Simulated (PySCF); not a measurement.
# GaBr (SMILES [Ga][Br]) at 6 levels

Aim: a comparison of 6 runs (HF/STO-3G, HF/3-21G, B3LYP/6-31G*, wB97X/def2-SVPD, MP2/def2-TZVP, CCSD(T)/aug-cc-pVDZ) of GaBr. The job is set up through a Python script.

The calculation is run with PySCF 2.14.0.

### 1 The structure to begin with

The species is GaBr (2 atoms), meant as a singlet with charge 0. SMILES: `[Ga][Br]`. Geometry: relaxed at PBE0-D4/def2-TZVP.

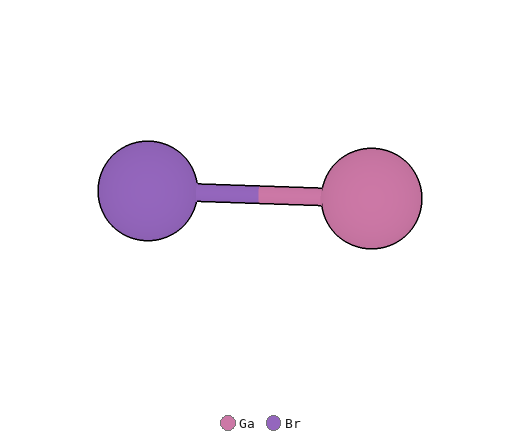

The structure, seen from a chosen angle (gallium pink, bromine purple).

### 2 Energy and gradient at HF/STO-3G (run 1)

run.py

```python
from pyscf import gto

mol = gto.M(
    atom='''
Ga     0.000000     0.000000     0.026135
Br     0.000000     0.000000     4.512893
''',
    max_memory=1860,
    verbose=3,
    spin=0,
    unit='bohr',
    basis='sto-3g',
)

mf = mol.RHF()
mf.conv_tol = 1e-10
mf.kernel()
if not mf.converged:
    mf = mf.newton().run(mf.mo_coeff, mf.mo_occ)

e_tot = mf.e_tot
print('E(%s) = %.9f' % ('HF', e_tot))
grad = mf.nuc_grad_method().kernel()
dip = mf.dip_moment()
pop, q = mf.mulliken_pop()
```

Run with:

```sh
$ OMP_NUM_THREADS=1 python run.py
```

Output:

```text
converged SCF energy = -4445.54306885456
E(HF) = -4445.543068855
--------------- RHF gradients ---------------
         x                y                z
0 Ga    -0.0000000000     0.0000000000    -0.0608565022
1 Br     0.0000000000    -0.0000000000     0.0608565022
----------------------------------------------
Dipole moment(X, Y, Z, Debye): -0.00000,  0.00000, -1.80929
 ** Mulliken pop  **
pop of  0 Ga 1s           2.00000
pop of  0 Ga 2s           1.99987
pop of  0 Ga 3s           1.99964
pop of  0 Ga 4s           1.90685
pop of  0 Ga 2px          1.99953
pop of  0 Ga 2py          1.99953
pop of  0 Ga 2pz          1.99963
pop of  0 Ga 3px          1.97525
pop of  0 Ga 3py          1.97525
pop of  0 Ga 3pz          1.98166
pop of  0 Ga 4px          0.12639
pop of  0 Ga 4py          0.12639
pop of  0 Ga 4pz          0.75947
pop of  0 Ga 3dxy         2.00000
pop of  0 Ga 3dyz         1.99962
pop of  0 Ga 3dz^2        1.85948
pop of  0 Ga 3dxz         1.99962
pop of  0 Ga 3dx2-y2      2.00000
pop of  1 Br 1s           2.00000
pop of  1 Br 2s           1.99984
pop of  1 Br 3s           1.99964
pop of  1 Br 4s           1.96763
pop of  1 Br 2px          1.99997
pop of  1 Br 2py          1.99997
pop of  1 Br 2pz          1.99985
pop of  1 Br 3px          1.99847
pop of  1 Br 3py          1.99847
pop of  1 Br 3pz          1.99192
pop of  1 Br 4px          1.90085
pop of  1 Br 4py          1.90085
pop of  1 Br 4pz          1.53523
pop of  1 Br 3dxy         2.00000
pop of  1 Br 3dyz         1.99992
pop of  1 Br 3dz^2        1.99930
pop of  1 Br 3dxz         1.99992
pop of  1 Br 3dx2-y2      2.00000
 ** Mulliken atomic charges  **
charge of    0Ga =      0.29182
charge of    1Br =     -0.29182
```

It took 1.3 s on 1 thread of Arm Neoverse V2, shared host; peak memory 0.12 GiB.

### 3 Energy and gradient at HF/3-21G (run 2)

run.py

```python
import pyscf.grad
from pyscf import gto, scf

molecule = gto.M(
    atom='''
Ga       0.000000       0.000000       0.013830
Br       0.000000       0.000000       2.388120
''',
    max_memory=1860,
    basis='3-21g',
    spin=0,
    verbose=4,
)

mf = scf.RHF(molecule)
mf.conv_tol = 1e-10
mf.kernel()
if not mf.converged:
    mf = mf.newton().run(mf.mo_coeff, mf.mo_occ)

e_tot = mf.e_tot
print('Final energy', e_tot)
grad = mf.Gradients().kernel()
mf.analyze()
```

Run with:

```sh
$ OMP_NUM_THREADS=1 python run.py
```

Output:

```text
PySCF version 2.14.0

[INPUT] num. atoms = 2
[INPUT] num. electrons = 66
[INPUT] charge = 0
[INPUT] spin (= nelec alpha-beta = 2S) = 0
[INPUT] symmetry False subgroup None
[INPUT] Mole.unit = angstrom
[INPUT] Symbol           X                Y                Z      unit          X                Y                Z       unit  Magmom
[INPUT]  1 Ga     0.000000000000   0.000000000000   0.013830000000 AA    0.000000000000   0.000000000000   0.026134912303 Bohr   0.0
[INPUT]  2 Br     0.000000000000   0.000000000000   2.388120000000 AA    0.000000000000   0.000000000000   4.512892752596 Bohr   0.0

nuclear repulsion = 241.822723360752
number of shells = 20
number of NR pGTOs = 108
number of NR cGTOs = 44
basis = 3-21g
ecp = {}

[... 38 lines left out ...]
Final energy -4473.94107145418
[... 13 lines left out ...]
Two-electron Coulomb Energy =         2177.653943621043709
[... 6 lines left out ...]
MO #4   energy= -57.9305060623408  occ= 2
[... 4 lines left out ...]
MO #9   energy= -42.1906607111053  occ= 2
[... 4 lines left out ...]
MO #14  energy= -7.3119552831968   occ= 2
[... 4 lines left out ...]
MO #19  energy= -3.04413535504227  occ= 2
[... 4 lines left out ...]
MO #24  energy= -1.09783925428557  occ= 2
[... 4 lines left out ...]
MO #29  energy= -0.96393366670213  occ= 2
[... 4 lines left out ...]
MO #34  energy= 0.0272811831253539 occ= 0
[... 4 lines left out ...]
MO #39  energy= 0.310235221015848  occ= 0
[... 4 lines left out ...]
MO #44  energy= 1.04640986030479   occ= 0
[... 10 lines left out ...]
pop of  0 Ga 3px          1.99984
pop of  0 Ga 3py          1.99984
pop of  0 Ga 3pz          1.99981
pop of  0 Ga 4px          0.11398
pop of  0 Ga 4py          0.11398
pop of  0 Ga 4pz          0.55564
pop of  0 Ga 5px          0.00049
pop of  0 Ga 5py          0.00049
pop of  0 Ga 5pz          0.00789
pop of  0 Ga 3dxy         2.00000
pop of  0 Ga 3dyz         1.99968
pop of  0 Ga 3dz^2        1.99470
pop of  0 Ga 3dxz         1.99968
pop of  0 Ga 3dx2-y2      2.00000
pop of  1 Br 1s           2.00000
pop of  1 Br 2s           1.99991
pop of  1 Br 3s           1.99950
pop of  1 Br 4s           1.89902
pop of  1 Br 5s           0.00680
pop of  1 Br 2px          1.99998
pop of  1 Br 2py          1.99998
pop of  1 Br 2pz          1.99998
pop of  1 Br 3px          1.99983
pop of  1 Br 3py          1.99983
pop of  1 Br 3pz          1.99979
pop of  1 Br 4px          1.88478
pop of  1 Br 4py          1.88478
pop of  1 Br 4pz          1.65128
pop of  1 Br 5px          0.00147
pop of  1 Br 5py          0.00147
pop of  1 Br 5pz          0.00161
pop of  1 Br 3dxy         2.00000
pop of  1 Br 3dyz         1.99997
pop of  1 Br 3dz^2        1.99959
pop of  1 Br 3dxz         1.99997
pop of  1 Br 3dx2-y2      2.00000
 ** Mulliken atomic charges  **
charge of    0Ga =      0.32955
charge of    1Br =     -0.32955
Dipole moment(X, Y, Z, Debye):  0.00000, -0.00000, -2.84893
```

Wall time 1.3 s (1 thread of Arm Neoverse V2, shared host); peak memory 0.12 GiB.

Runs 3 to 5 aren't shown in full; the table further down has their settings and results.

### 4 A single-point energy at CCSD(T)/aug-cc-pVDZ (run 6)

calc.py

```python
# GaBr
from pyscf import gto, cc

mol = gto.Mole()
mol.atom = '''
Ga   0.000000   0.000000   0.013830
Br   0.000000   0.000000   2.388120
'''
mol.max_memory = 1860
mol.charge = 0
mol.spin = 0
mol.verbose = 4
mol.basis = 'aug-cc-pvdz'
mol.build()

mf = mol.RHF()
mf.conv_tol = 1e-10
mf.kernel()
if not mf.converged:
    mf = mf.newton().run(mf.mo_coeff, mf.mo_occ)

mycc = cc.CCSD(mf, frozen=18)
mycc.kernel()
e_t = mycc.ccsd_t()
etot = mycc.e_tot + e_t
print(f'total energy: {etot:.8f} hartree')
mf.analyze()
```

Run with:

```sh
$ OMP_NUM_THREADS=1 python calc.py
```

Output:

```text
PySCF version 2.14.0

[INPUT] num. atoms = 2
[INPUT] num. electrons = 66
[INPUT] charge = 0
[INPUT] spin (= nelec alpha-beta = 2S) = 0
[INPUT] symmetry False subgroup None
[INPUT] Mole.unit = angstrom
[INPUT] Symbol           X                Y                Z      unit          X                Y                Z       unit  Magmom
[INPUT]  1 Ga     0.000000000000   0.000000000000   0.013830000000 AA    0.000000000000   0.000000000000   0.026134912303 Bohr   0.0
[INPUT]  2 Br     0.000000000000   0.000000000000   2.388120000000 AA    0.000000000000   0.000000000000   4.512892752596 Bohr   0.0

nuclear repulsion = 241.822723360752
number of shells = 18
number of NR pGTOs = 172
number of NR cGTOs = 72
basis = aug-cc-pvdz
ecp = {}

[... 70 lines left out ...]
Total Energy =                       -4495.681891900733717
[... 8 lines left out ...]
MO #2   energy= -378.914236806941  occ= 2
[... 6 lines left out ...]
MO #9   energy= -42.5855853925271  occ= 2
[... 6 lines left out ...]
MO #16  energy= -4.54388882539233  occ= 2
[... 6 lines left out ...]
MO #23  energy= -3.16728538050564  occ= 2
[... 6 lines left out ...]
MO #30  energy= -0.52225443137767  occ= 2
[... 6 lines left out ...]
MO #37  energy= 0.050824401571691  occ= 0
[... 6 lines left out ...]
MO #44  energy= 0.154455205562705  occ= 0
[... 6 lines left out ...]
MO #51  energy= 0.406872757677951  occ= 0
[... 6 lines left out ...]
MO #58  energy= 0.570545254726431  occ= 0
[... 6 lines left out ...]
MO #65  energy= 0.920621496270033  occ= 0
[... 6 lines left out ...]
MO #72  energy= 1.32293753879419   occ= 0
[... 38 lines left out ...]
pop of  1 Br 1s           2.00000
pop of  1 Br 2s           1.99994
pop of  1 Br 3s           1.99933
pop of  1 Br 4s           1.89697
pop of  1 Br 5s           0.00245
pop of  1 Br 6s           0.00267
pop of  1 Br 2px          1.99999
pop of  1 Br 2py          1.99999
pop of  1 Br 2pz          1.99999
pop of  1 Br 3px          1.99996
pop of  1 Br 3py          1.99996
pop of  1 Br 3pz          1.99994
pop of  1 Br 4px          1.89997
pop of  1 Br 4py          1.89997
pop of  1 Br 4pz          1.66394
pop of  1 Br 5px          0.00117
pop of  1 Br 5py          0.00117
pop of  1 Br 5pz          0.00103
pop of  1 Br 6px          0.00074
pop of  1 Br 6py          0.00074
pop of  1 Br 6pz          0.00191
pop of  1 Br 3dxy         1.99997
pop of  1 Br 3dyz         1.99997
pop of  1 Br 3dz^2        1.99997
pop of  1 Br 3dxz         1.99997
pop of  1 Br 3dx2-y2      1.99997
pop of  1 Br 4dxy         0.00001
pop of  1 Br 4dyz         0.00285
pop of  1 Br 4dz^2        0.00650
pop of  1 Br 4dxz         0.00285
pop of  1 Br 4dx2-y2      0.00001
pop of  1 Br 5dxy         0.00002
pop of  1 Br 5dyz         0.00031
pop of  1 Br 5dz^2        0.00050
pop of  1 Br 5dxz         0.00031
pop of  1 Br 5dx2-y2      0.00002
 ** Mulliken atomic charges  **
charge of    0Ga =      0.38510
charge of    1Br =     -0.38510
Dipole moment(X, Y, Z, Debye): -0.00000, -0.00000, -2.64495
```

It took 9.3 s on 1 thread of Arm Neoverse V2, shared host; peak memory 0.23 GiB.

### 5 All runs side by side

```
run                               level  Cartesian functions  integration grid   energy (Eh)  dipole moment (D) of the reference  HOMO energy (eV)  LUMO energy (eV)  wall time
  1                           HF/STO-3G                   no                 –  -4445.543069                                1.81             -5.09              4.49      1.3 s
  2                            HF/3-21G                   no                 –  -4473.941071                                2.85             -8.97              0.74      1.3 s
  3  B3LYP/6-31G* (Cartesian functions)                  yes                 5  -4498.587513                                2.44             -7.18             -2.03       12 s
  4                     wB97X/def2-SVPD                   no                 5  -4498.592557                                2.65             -9.52              0.00       19 s
  5                       MP2/def2-TZVP                   no                 –  -4496.209051                                2.59             -9.33              0.82       17 s
  6                 CCSD(T)/aug-cc-pVDZ                   no                 –  -4495.909430                                2.64             -9.39              0.38      9.3 s
```

### 6 What came out

```
                                           quantity           value
                                run 6: total energy  -4495.90943 Eh
        run 6: dipole moment (Hartree–Fock density)          2.64 D
         run 6: HOMO energy (Hartree–Fock orbitals)        -9.39 eV
         run 6: LUMO energy (Hartree–Fock orbitals)         0.38 eV
       run 6: HOMO–LUMO gap (Hartree–Fock orbitals)         9.77 eV
run 6: correlation energy (18 core orbitals frozen)      -227.5 mEh
                              run 6: (T) correction       -7.47 mEh
                               run 6: T1 diagnostic           0.009
```

In words: Over runs 1, 2, 3, 4 the dipole moment (its size) runs from 1.81 D (HF/STO-3G) to 2.85 D (HF/3-21G). Over runs 1, 2, 3, 4 the HOMO–LUMO gap runs from 5.16 eV (B3LYP/6-31G*) to 9.71 eV (HF/3-21G). The two ends differ in method and basis. Totals of different functionals can't be ranked against each other. In run 1 the basis is minimal, so the values are rough. All runs together took 60 s, the longest 19 s.
